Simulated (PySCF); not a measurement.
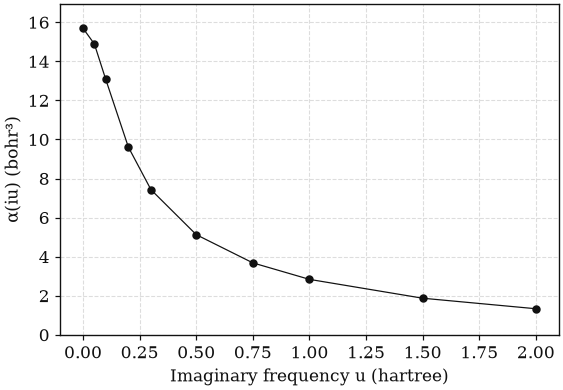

Dipole polarisability at imaginary frequency of an atom or ion with 22 electrons in the configuration [Ar] 3d⁴. Coupled response at the r2SCAN0 level; PySCF, aug-cc-pVTZ plus 1 diffuse shell for each l, non-relativistic, unrestricted single determinants, no spin-orbit coupling.

> Which species is it, and what does the curve give?

V⁺. The static dipole polarisability is 15.7 bohr³; α(iu) falls to half of it near u = 0.28 hartree. The Casimir–Polder integral gives C₆ = 59.6 hartree bohr⁶ for two such species.
